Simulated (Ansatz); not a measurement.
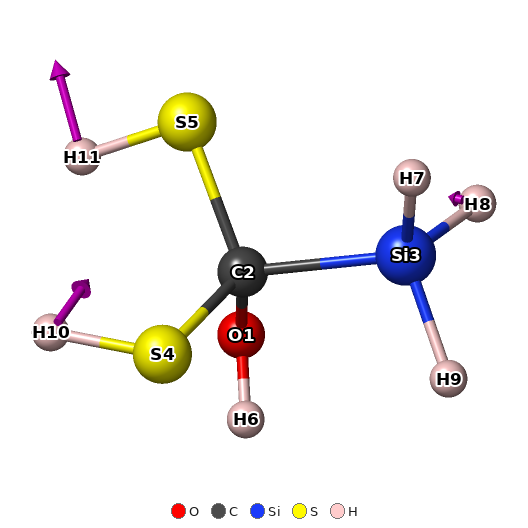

The arrows show one normal mode. Harmonic vibrations computed with RKS PBE0-D4/def2-TZVP (Ansatz 0.2.0) at a stationary point of the same level.

### Describe the motion.

Mostly C–S–H bending.

### At what wavenumber does it lie?

887 cm⁻¹; it is mode 15 of 27 counted from the lowest.
